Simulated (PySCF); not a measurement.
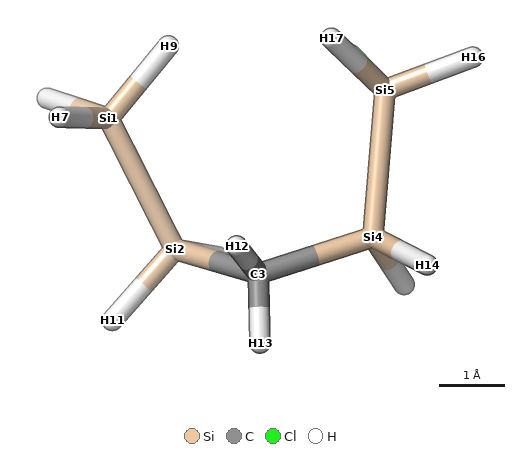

The structure (stick view, seen at a tilt; atoms are numbered from 1 in the order of the input). Bond lengths as drawn: Cl–Si 2.03 Å, C–H 1.09 Å, C–Si 1.90 to 1.92 Å, H–Si 1.46 to 1.47 Å and Si–Si 2.31 Å.

NMR shielding calculation, with input and output: CH11ClSi4

CH11ClSi4, SMILES [SiH3][SiH2]C[SiH2][SiH2]Cl, computed with GIAO PBE0/pcSseg-1 NMR shielding, non-relativistic, gas phase (PySCF 2.14.0).

The geometry comes from this level: GFN2-xTB. It belongs to a series of runs on one base structure; here: constitutional isomer. Figures and captions count atoms from 1; the log counts them from 0 in places.

What the program printed
```
coarse grid: 16032 points
cycle   1  E = -1662.0997874972  dE =  3.580e-02  |g| = 3.867e-01  |ddm| = 3.634e+00
cycle   2  E = -1662.0810789167  dE =  1.871e-02  |g| = 4.615e-01  |ddm| = 8.281e-01
cycle   3  E = -1662.1385988676  dE = -5.752e-02  |g| = 4.235e-02  |ddm| = 5.022e-01
cycle   4  E = -1662.1390446565  dE = -4.458e-04  |g| = 1.959e-02  |ddm| = 7.640e-02
cycle   5  E = -1662.1391492302  dE = -1.046e-04  |g| = 3.308e-03  |ddm| = 2.822e-02
cycle   6  E = -1662.1391518994  dE = -2.669e-06  |g| = 8.133e-04  |ddm| = 5.038e-03
final grid: 129752 points
cycle   7  E = -1662.1696989046  dE = -2.181e-05  |g| = 4.974e-03  |ddm| = 2.085e-02
cycle   8  E = -1662.1696949239  dE =  3.981e-06  |g| = 5.851e-03  |ddm| = 9.596e-03
cycle   9  E = -1662.1697038789  dE = -8.955e-06  |g| = 6.853e-04  |ddm| = 6.096e-03
cycle  10  E = -1662.1697039864  dE = -1.076e-07  |g| = 1.120e-04  |ddm| = 7.560e-04
cycle  11  E = -1662.1697039897  dE = -3.252e-09  |g| = 2.675e-05  |ddm| = 1.813e-04
cycle  12  E = -1662.1697039899  dE = -1.819e-10  |g| = 6.071e-06  |ddm| = 4.361e-05
```

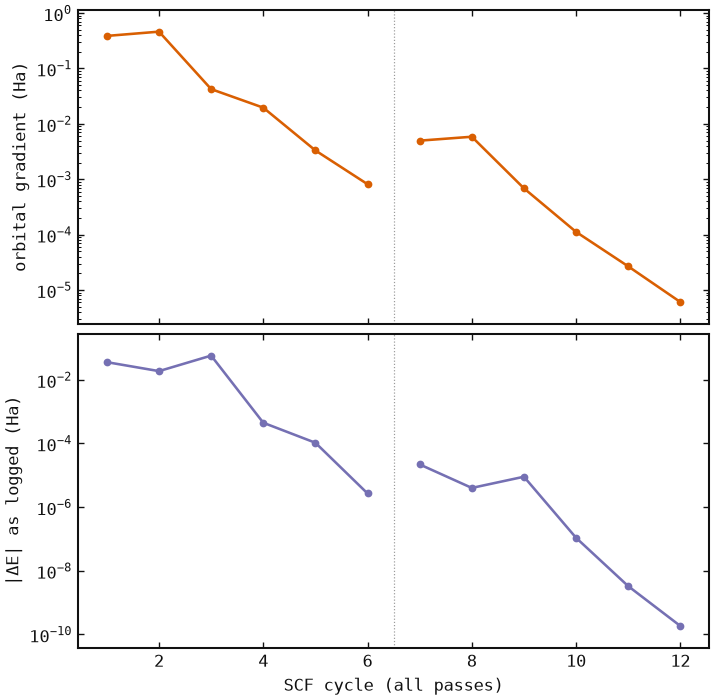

Convergence of the self-consistent field: orbital gradient and size of the energy change against the SCF cycle. The dotted line marks the change from a coarse to the final integration grid. The first 6 cycles use a coarse grid, the final grid takes over at cycle 7, and the field converges after 12 cycles in all.

```
converged SCF energy = -1662.1697039899

GIAO shielding tensors (ppm)
atom      isotropic    diamagn.    paramagn.     s11        s22        s33       span
  0 Si     465.175     880.770    -415.595    454.193    461.072    480.261     26.068
  1 Si     424.623     880.877    -456.254    398.560    405.738    469.572     71.012
  2 C      202.266     258.172     -55.906    193.787    202.974    210.038     16.251
  3 Si     420.050     880.370    -460.320    396.065    403.520    460.566     64.501
  4 Si     380.636     878.408    -497.772    327.101    367.080    447.727    120.627
  5 Cl    1052.676    1149.527     -96.851    966.744   1088.974   1102.309    135.565
  6 H       28.269      29.390      -1.121     24.975     25.761     34.071      9.095
  7 H       28.247      28.883      -0.636     24.964     25.197     34.581      9.617
  8 H       28.060      30.356      -2.296     23.539     27.850     32.790      9.252
  9 H       27.628      30.280      -2.652     24.492     26.619     31.771      7.279
 10 H       27.425      29.333      -1.908     23.250     25.386     33.640     10.390
 11 H       32.015      33.335      -1.320     27.315     29.496     39.234     11.918
 12 H       31.276      30.646       0.631     24.660     28.613     40.556     15.896
 13 H       27.526      28.810      -1.284     23.344     25.435     33.799     10.455
 14 H       27.561      29.235      -1.674     24.540     25.451     32.692      8.152
 15 H       26.396      27.628      -1.232     21.802     24.864     32.520     10.718
 16 H       26.358      29.499      -3.141     23.889     24.392     30.793      6.904
```

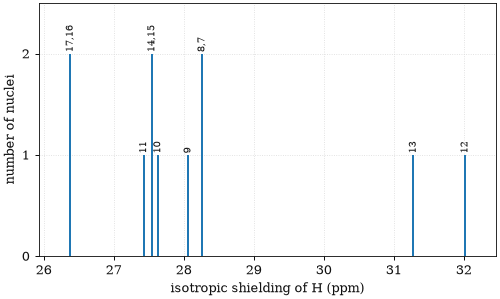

Isotropic shieldings of the hydrogen nuclei in this fixed geometry, labelled by atom number; shielding grows to the right, so chemical shift grows to the left. The least shielded is H17 (26.4 ppm), the most shielded H12 (32.0 ppm).

The run was set up as follows.

Input
```
{"job": {"kind": "nmr", "xc": "PBE0", "basis": "pcSseg-1"}, "charge": 0, "multiplicity": 1}
Si     2.211896     1.117968    -0.575524
Si     1.508873    -0.786687     0.526803
C     -0.026322    -1.567591    -0.310393
Si    -1.729126    -0.990549     0.316088
Si    -2.089339     1.274609     0.022192
Cl    -1.180258     2.329707     1.501514
H      2.655971     0.826124    -1.944932
H      3.353573     1.744951     0.095222
H      1.176660     2.145370    -0.709066
H      1.181861    -0.571284     1.943557
H      2.558434    -1.822547     0.528542
H      0.032878    -1.394705    -1.386486
H      0.022637    -2.649544    -0.184067
H     -2.765395    -1.744959    -0.410550
H     -1.844533    -1.401681     1.723276
H     -3.499506     1.668275     0.085758
H     -1.575300     1.834574    -1.231843
```

The first line tells a small driver script what to run in PySCF; the rest is the geometry in Å.

Launched with:
```bash
OMP_NUM_THREADS=1 python <driver script> task.json out
```

Key numbers

- outcome: converged
- total energy: −1662.169704 hartree
- HOMO: −8.24 eV
- LUMO: −0.65 eV
- dipole moment: 2.08 D
- isotropic shielding, Si: 380.6 to 465.2 ppm
- isotropic shielding, C: 202.3 ppm
- isotropic shielding, Cl: 1052.7 ppm
- isotropic shielding, H: 26.4 to 32.0 ppm
- hardware: 1 CPU thread, shared host
- wall time: 45 s
- peak memory: 0.87 GiB
